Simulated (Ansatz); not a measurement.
Geometry relaxation, with input and output: CH8N2Si (part 1 of 2)

- system: CH8N2Si
- method: RKS PBE-D4/def2-SVP (Ansatz 0.2.0)

The geometry: force-field start. Figures and captions count atoms from 1; the log counts them from 0 in places.

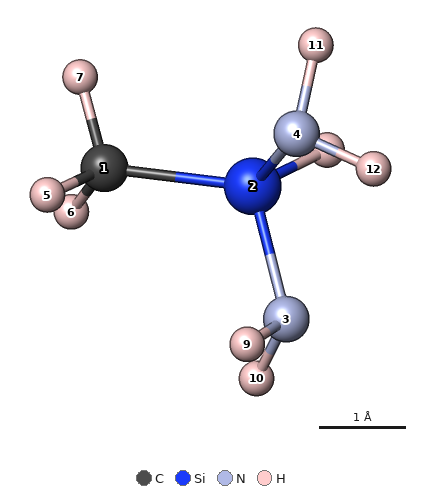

Figure 1. The starting structure (ball-and-stick view, seen at a tilt; atoms are numbered from 1 in the order of the input).

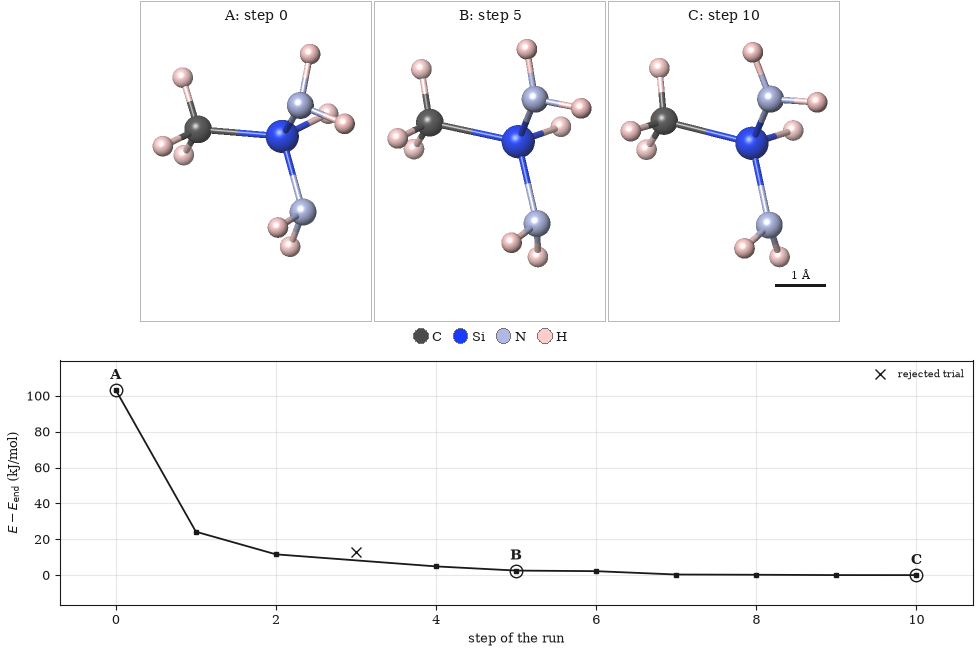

Figure 2. Frames of the relaxation (ball-and-stick view, seen at a tilt) above the curves, on which the letters mark them (the first geometry is step 0 here and step 1 in the log).

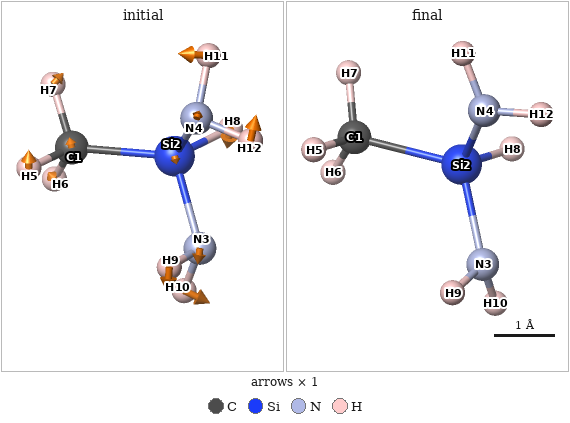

Figure 3. Before (left) and after (right) the relaxation, at one scale (ball-and-stick view, seen at a tilt). The orange arrows give the displacements, at true length. The atom that moves furthest after the best rigid fit is H11 (0.56 Å). By element the largest moves are H 0.56 Å, N 0.27 Å, C 0.18 Å, Si 0.14 Å. Distances before and after: C1–Si2 1.770 → 1.891 Å, Si2–N3 1.650 → 1.742 Å, Si2–H8 1.428 → 1.517 Å, N4–H11 1.080 → 1.023 Å. Among the angles that change: Si2–N4–H11 103.8° → 119.0°, Si2–N4–H12 105.7° → 118.3°, N3–Si2–N4 93.3° → 105.8°. After 10 geometry steps the energy has fallen by 103.2 kJ/mol. Largest force component: 3.6 eV/Å at the start, 0.015 eV/Å at the end. The line search rejected the trial step at point 3 (counted from 0) and went back. (Atoms are counted from 1 in the order of the input.)

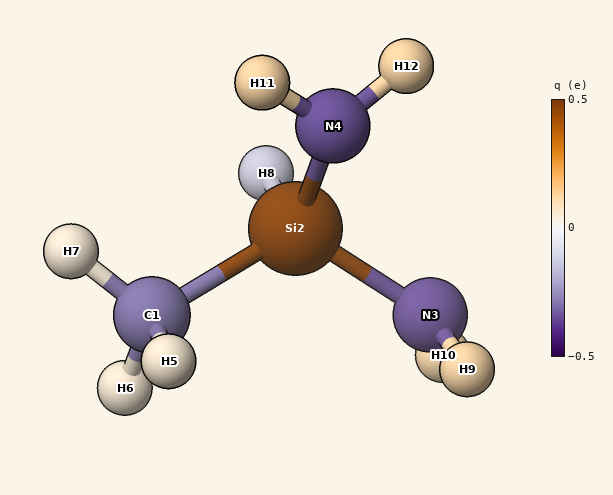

Figure 4. Mulliken charges, as the colour of each atom (ball-and-stick view, seen at a tilt; atoms are numbered from 1 in the order of the input). By element: C −0.29, Si +0.48, N −0.34 and H −0.13 to +0.12 e.

The input that produced these results follows, with the program's output.

## The input
```yaml
crystal:
  periodic: [false, false, false]
  atoms:
    - {symbol: C, position_ang: [-0.702100, 1.299000, -0.332400]}
    - {symbol: Si, position_ang: [-0.258700, -0.310800, 0.254100]}
    - {symbol: N, position_ang: [1.186700, -0.320900, 1.049000]}
    - {symbol: N, position_ang: [0.297500, -1.344000, -0.975000]}
    - {symbol: H, position_ang: [0.030900, 1.799500, -0.976000]}
    - {symbol: H, position_ang: [-0.957400, 2.042600, 0.484800]}
    - {symbol: H, position_ang: [-1.631000, 1.296300, -0.951000]}
    - {symbol: H, position_ang: [-1.222000, -0.969800, 1.076600]}
    - {symbol: H, position_ang: [1.946300, -0.031200, 0.444400]}
    - {symbol: H, position_ang: [1.227600, 0.379600, 1.821700]}
    - {symbol: H, position_ang: [-0.605200, -1.798700, -1.356700]}
    - {symbol: H, position_ang: [0.764400, -2.096700, -0.505600]}
basis:
  gaussian: {orbitals: def2-SVP}
hamiltonian: {xc: pbe, dispersion: d4}
relax: {f_tol: 0.03, max_steps: 200}
```

Launched with:
```bash
ansatz run in.yaml --threads 4 --pin off --events-out ev --progress --plain --max-ram 10444MiB
```

## The program's output
```
Functional definition: PBE
  name "PBE"
  cite "Perdew, Burke & Ernzerhof, Phys. Rev. Lett. 77, 3865 (1996) doi:10.1103/PhysRevLett.77.3865"
  parent pbe
  parameter kappa = 0.804
  parameter beta = 0.06672455060314922
  exchange = pbe_x(kappa = kappa, mu = beta*pi^2/3)
  correlation = pbe_c(beta = beta)
1162 factors; their error is unknown
mean field evaluation 1: about -11991.6840 eV, gradient 9.5e1 eV
mean field evaluation 2: about -11948.6935 eV, gradient 1.6e2 eV
mean field evaluation 4: about -12010.3576 eV, gradient 1.2e1 eV
mean field evaluation 8: about -12010.7057 eV, gradient 2.5e-1 eV
mean field evaluation 16: about -12010.6382 eV, gradient 1.1e-4 eV
mean field -12010.63819480 eV, -441.3828125558 hartree, gradient 3.1e-5 eV, S^2 0.000000; 0 other end points of the search recorded, 0 dependent functions left out
the calculation of the forces begins
reference -12010.63823094 eV, -441.3828138842 hartree; 21, 21 occupied and 79, 79 virtual orbitals, 1162 factors
relax step   1: F+E_penalty+E_count = -12010.86564191 eV  Δ(F+E_penalty+E_count) = +0.000e0 eV  max|allowed force component| = 3.637e0 eV/Å  Δτ_max = 0.0000 Å  (27 SCF iters, accepted)
these checks for a lower state are left out or cut short: starts, cluster_reference, orbital_swaps, neighbouring_geometries, increment
1162 factors; their error is unknown
mean field -12011.46187630 eV, -441.4130822928 hartree, gradient 1.8e-5 eV, S^2 0.000000; 0 other end points of the search recorded, 0 dependent functions left out
the calculation of the forces begins
reference -12011.46191387 eV, -441.4130836734 hartree; 21, 21 occupied and 79, 79 virtual orbitals, 1162 factors
relax step   2: F+E_penalty+E_count = -12011.68398482 eV  Δ(F+E_penalty+E_count) = -8.183e-1 eV  max|allowed force component| = 1.345e0 eV/Å  Δτ_max = 0.1686 Å  (28 SCF iters, accepted)
these checks for a lower state are left out or cut short: starts, cluster_reference, orbital_swaps, neighbouring_geometries, increment
1162 factors; their error is unknown
mean field evaluation 32: about -12011.5941 eV, gradient 1.1e-5 eV
mean field -12011.59412109 eV, -441.4179421990 hartree, gradient 1.1e-5 eV, S^2 0.000000; 0 other end points of the search recorded, 0 dependent functions left out
the calculation of the forces begins
reference -12011.59415895 eV, -441.4179435905 hartree; 21, 21 occupied and 79, 79 virtual orbitals, 1162 factors
relax step   3: F+E_penalty+E_count = -12011.81472743 eV  Δ(F+E_penalty+E_count) = -1.307e-1 eV  max|allowed force component| = 5.830e-1 eV/Å  Δτ_max = 0.2000 Å  (28 SCF iters, accepted)
these checks for a lower state are left out or cut short: starts, cluster_reference, orbital_swaps, neighbouring_geometries, increment
1162 factors; their error is unknown
mean field -12011.58384254 eV, -441.4175644695 hartree, gradient 9.2e-6 eV, S^2 0.000000; 0 other end points of the search recorded, 0 dependent functions left out
the calculation of the forces begins
reference -12011.58388099 eV, -441.4175658825 hartree; 21, 21 occupied and 79, 79 virtual orbitals, 1162 factors
relax step   4: F+E_penalty+E_count = -12011.80148874 eV  Δ(F+E_penalty+E_count) = +1.324e-2 eV  max|allowed force component| = 9.793e-1 eV/Å  Δτ_max = 0.2000 Å  (33 SCF iters, rejected (line search))
these checks for a lower state are left out or cut short: starts, cluster_reference, orbital_swaps, neighbouring_geometries, increment
1162 factors; their error is unknown
mean field -12011.66543706 eV, -441.4205630127 hartree, gradient 1.2e-5 eV, S^2 0.000000; 0 other end points of the search recorded, 0 dependent functions left out
the calculation of the forces begins
reference -12011.66547533 eV, -441.4205644191 hartree; 21, 21 occupied and 79, 79 virtual orbitals, 1162 factors
relax step   5: F+E_penalty+E_count = -12011.88441292 eV  Δ(F+E_penalty+E_count) = -6.969e-2 eV  max|allowed force component| = 2.913e-1 eV/Å  Δτ_max = 0.0974 Å  (27 SCF iters, accepted)
these checks for a lower state are left out or cut short: starts, cluster_reference, orbital_swaps, neighbouring_geometries, increment
1162 factors; their error is unknown
mean field -12011.68953406 eV, -441.4214485612 hartree, gradient 1.1e-5 eV, S^2 0.000000; 0 other end points of the search recorded, 0 dependent functions left out
the calculation of the forces begins
reference -12011.68957229 eV, -441.4214499659 hartree; 21, 21 occupied and 79, 79 virtual orbitals, 1162 factors
relax step   6: F+E_penalty+E_count = -12011.90849340 eV  Δ(F+E_penalty+E_count) = -2.408e-2 eV  max|allowed force component| = 2.003e-1 eV/Å  Δτ_max = 0.0999 Å  (27 SCF iters, accepted)
these checks for a lower state are left out or cut short: starts, cluster_reference, orbital_swaps, neighbouring_geometries, increment
1162 factors; their error is unknown
mean field -12011.69260989 eV, -441.4215615960 hartree, gradient 2.5e-5 eV, S^2 0.000000; 0 other end points of the search recorded, 0 dependent functions left out
the calculation of the forces begins
reference -12011.69264841 eV, -441.4215630115 hartree; 21, 21 occupied and 79, 79 virtual orbitals, 1162 factors
relax step   7: F+E_penalty+E_count = -12011.91196194 eV  Δ(F+E_penalty+E_count) = -3.469e-3 eV  max|allowed force component| = 7.447e-1 eV/Å  Δτ_max = 0.1500 Å  (27 SCF iters, accepted)
these checks for a lower state are left out or cut short: starts, cluster_reference, orbital_swaps, neighbouring_geometries, increment
1162 factors; their error is unknown
mean field evaluation 64: about -12011.7120 eV, gradient 2.2e-1 eV
mean field -12011.71209216 eV, -441.4222775561 hartree, gradient 9.1e-6 eV, S^2 0.000000; 0 other end points of the search recorded, 0 dependent functions left out
the calculation of the forces begins
reference -12011.71213060 eV, -441.4222789688 hartree; 21, 21 occupied and 79, 79 virtual orbitals, 1162 factors
relax step   8: F+E_penalty+E_count = -12011.93130449 eV  Δ(F+E_penalty+E_count) = -1.934e-2 eV  max|allowed force component| = 1.449e-1 eV/Å  Δτ_max = 0.0903 Å  (29 SCF iters, accepted)
these checks for a lower state are left out or cut short: starts, cluster_reference, orbital_swaps, neighbouring_geometries, increment
1162 factors; their error is unknown
mean field -12011.71390469 eV, -441.4223441651 hartree, gradient 1.0e-5 eV, S^2 0.000000; 0 other end points of the search recorded, 0 dependent functions left out
the calculation of the forces begins
reference -12011.71394317 eV, -441.4223455794 hartree; 21, 21 occupied and 79, 79 virtual orbitals, 1162 factors
relax step   9: F+E_penalty+E_count = -12011.93272683 eV  Δ(F+E_penalty+E_count) = -1.422e-3 eV  max|allowed force component| = 7.107e-2 eV/Å  Δτ_max = 0.1090 Å  (26 SCF iters, accepted)
these checks for a lower state are left out or cut short: starts, cluster_reference, orbital_swaps, neighbouring_geometries, increment
1162 factors; their error is unknown
mean field -12011.71585481 eV, -441.4224158308 hartree, gradient 9.0e-6 eV, S^2 0.000000; 0 other end points of the search recorded, 0 dependent functions left out
the calculation of the forces begins
reference -12011.71589332 eV, -441.4224172461 hartree; 21, 21 occupied and 79, 79 virtual orbitals, 1162 factors
relax step  10: F+E_penalty+E_count = -12011.93455556 eV  Δ(F+E_penalty+E_count) = -1.829e-3 eV  max|allowed force component| = 3.935e-2 eV/Å  Δτ_max = 0.0745 Å  (29 SCF iters, accepted)
these checks for a lower state are left out or cut short: starts, cluster_reference, orbital_swaps, neighbouring_geometries, increment
1162 factors; their error is unknown
mean field -12011.71602298 eV, -441.4224220109 hartree, gradient 8.5e-6 eV, S^2 0.000000; 0 other end points of the search recorded, 0 dependent functions left out
the calculation of the forces begins
reference -12011.71606147 eV, -441.4224234255 hartree; 21, 21 occupied and 79, 79 virtual orbitals, 1162 factors
```
